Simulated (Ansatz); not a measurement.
**Single-point calculation, with input and output: CF6Ge**

System: CF6Ge.
Method: RKS PBE0-D4/def2-TZVPP (Ansatz 0.2.0).

The geometry comes from this level: PBE0-D4/def2-TZVP.

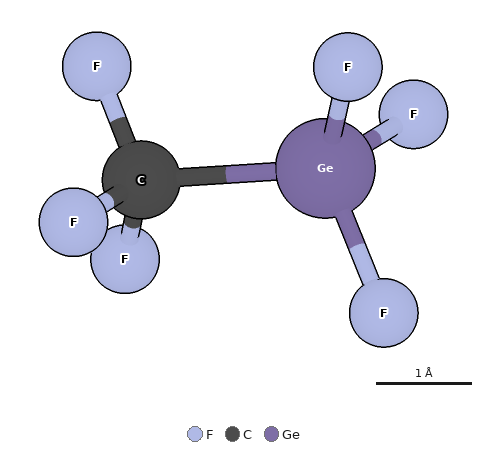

The input geometry (ball-and-stick view, seen at a tilt). Sticks mark near contacts. Bond lengths as drawn: C–F 1.33 Å, C–Ge 2.00 Å and F–Ge 1.70 Å.

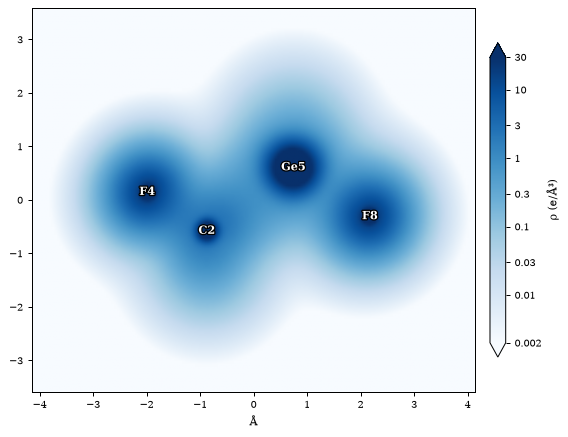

Total electron density on the plane of atoms C2, Ge5 and F8. C–F (1.33 Å): ρ at the midpoint is about 2.4 e/Å³.

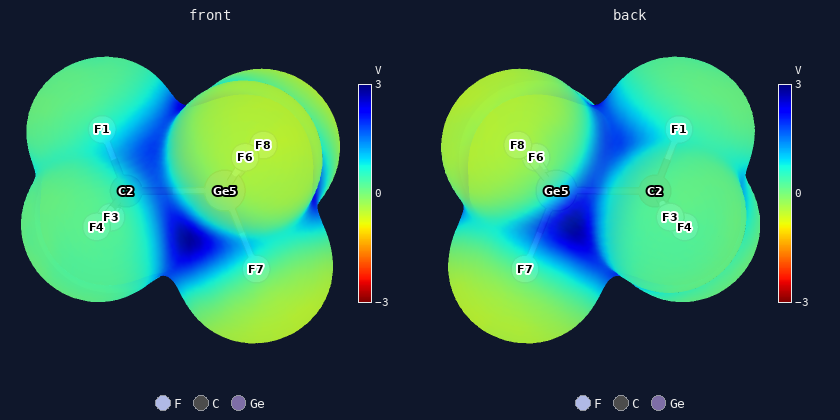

The molecular electrostatic potential painted on the density surface at 0.002 e/bohr³, seen face on and from behind; red is negative and blue positive. A positive charge is drawn to the negative regions and a negative charge to the positive ones.

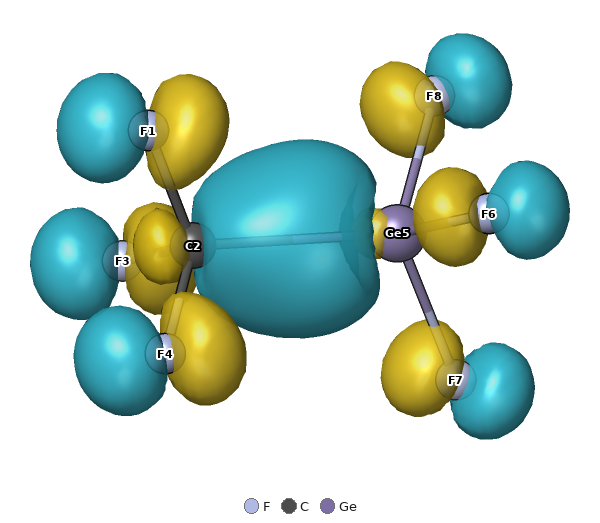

The HOMO at ±0.15 Å⁻³ᐟ² (yellow and cyan are the two phases), seen at a tilt. Its weight (Hirshfeld) is mainly on C2 (20 %), Ge5 (15 %), F1 (15 %), F3 (15 %) and F4 (15 %). Its energy is −10.71 eV.

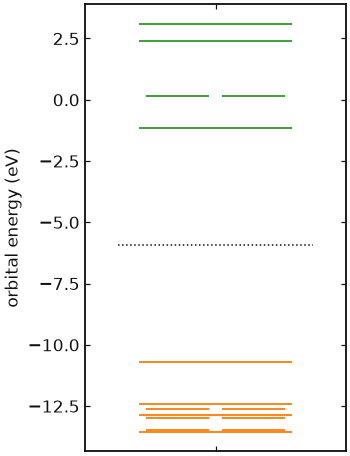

Orbital energies near the frontier; the dotted line parts filled from empty levels, and levels within 0.02 eV of each other stand side by side. Highest filled −10.71 eV, lowest empty −1.14 eV, 9.57 eV apart.

These pictures come from the run below.

## The input
```yaml
crystal:
  periodic: [false, false, false]
  atoms:
    - {symbol: F, position_ang: [0.801611, -1.034563, 1.473689]}
    - {symbol: C, position_ang: [0.793369, -0.689494, 0.187952]}
    - {symbol: F, position_ang: [0.642848, -1.792255, -0.542498]}
    - {symbol: F, position_ang: [1.971700, -0.145834, -0.109141]}
    - {symbol: Ge, position_ang: [-0.688884, 0.604145, -0.181569]}
    - {symbol: F, position_ang: [-0.511777, 2.020685, 0.746105]}
    - {symbol: F, position_ang: [-0.712569, 1.056632, -1.822678]}
    - {symbol: F, position_ang: [-2.203999, -0.076415, 0.192339]}
basis:
  gaussian: {orbitals: def2-TZVPP}
hamiltonian: {xc: pbe0, dispersion: d4}
output: {orbitals: {seedname: orbitals}}
```

Command:
```bash
ansatz run in.yaml --threads 4 --pin off --events-out ev --progress --plain --max-ram 11315MiB
```

## Output
```
Functional definition: PBE0
  name "PBE0"
  cite "Adamo & Barone, J. Chem. Phys. 110, 6158 (1999) doi:10.1063/1.478522"
  cite "Perdew, Burke & Ernzerhof, Phys. Rev. Lett. 77, 3865 (1996) doi:10.1103/PhysRevLett.77.3865"
  parent pbe
  parameter a = 0.25
  parameter kappa = 0.804
  parameter beta = 0.06672455060314922
  exchange = (1 - a)*pbe_x(kappa = kappa, mu = beta*pi^2/3) + a*exact_x
  correlation = pbe_c(beta = beta)
1517 factors; their error is unknown
mean field evaluation 1: about -73837.1746 eV, gradient 6.8e1 eV
mean field evaluation 2: about -73826.2147 eV, gradient 1.1e2 eV
mean field evaluation 4: about -73843.2406 eV, gradient 2.5e0 eV
mean field evaluation 8: about -73843.2460 eV, gradient 4.2e-2 eV
mean field evaluation 16: about -73843.5752 eV, gradient 8.2e-5 eV
mean field -73843.57517474 eV, -2713.7013346989 hartree, gradient 8.2e-5 eV, S^2 0.000000; 0 other end points of the search recorded, 0 dependent functions left out
reference -73843.57519243 eV, -2713.7013353489 hartree; 46, 46 occupied and 219, 219 virtual orbitals, 1517 factors
Total energy: -73843.73322968 eV, -2713.7071431106 hartree
```

## Key numbers

- outcome: converged
- total energy: −73843.7332 eV
- mean-field energy: −73843.5752 eV
- dispersion energy: −0.1580 eV
- SCF solution under orbital rotations: stable
- HOMO: −10.71 eV
- LUMO: −1.14 eV
- hardware: 4 threads of Arm Neoverse V1, 23 GiB of memory available, shared host
- wall time: 4.9 s (CPU time 18 s)
- peak memory: 0.98 GiB
